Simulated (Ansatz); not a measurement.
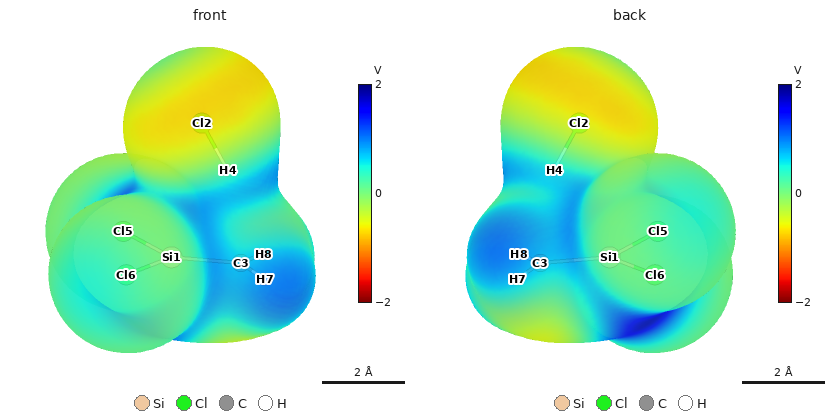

*CH$_{2}$Cl$_{2}$Si···HCl. The electrostatic potential painted on the density surface at 0.002 e/bohr³, seen from the front and from behind; red is negative and blue positive.*

Level of theory: RKS r2SCAN/def2-SVP in Ansatz 0.2.0.

Input

```
crystal:
  periodic: [false, false, false]
  atoms:
    - { symbol: Si, position_ang: [-0.3298, 0.4922, 0.6461] }
    - { symbol: Cl, position_ang: [1.9681, -0.4315, 0.8845] }
    - { symbol: C, position_ang: [-0.1992, -0.4149, -0.9719] }
    - { symbol: H, position_ang: [1.0818, -0.7921, -0.5987] }
    - { symbol: Cl, position_ang: [-0.1225, 2.4686, 0.808] }
    - { symbol: Cl, position_ang: [-1.3486, -0.2381, 2.1983] }
    - { symbol: H, position_ang: [-0.8477, -1.2712, -1.0962] }
    - { symbol: H, position_ang: [-0.2021, 0.1869, -1.8701] }
basis:
  gaussian: { orbitals: def2-SVP }
hamiltonian:
  xc: r2scan
relax:
  f_tol: 0.15
  max_steps: 25
  restrain:
    - { distance: [3, 1], at: 1.33, k: 30.0 }
    - { distance: [0, 1], at: 3.43, k: 30.0 }
    - { distance: [3, 2], at: 2.37, k: 30.0 }
output:
  orbitals: {}
```

Launched as:

```sh
ansatz run input.yaml --threads 2 --pin off --max-ram 3072MiB --backend cpu --events-out ev --progress --plain --runs-dir out
```

The fields are those of the run's last geometry, not of the input's.

### Which sites attract a positive test charge, and which a negative one?

A positive charge is drawn to the negative regions and a negative charge to the positive ones. The most negative region (about −0.7 V) lies over Cl2, the most positive (about +1.6 V) over Si1. Cl5 shows a σ-hole: about +0.5 V at the tip opposite its bond, against about 0.0 V on its flanks. Cl6 shows a σ-hole: about +0.5 V at the tip opposite its bond, against about +0.1 V on its flanks.
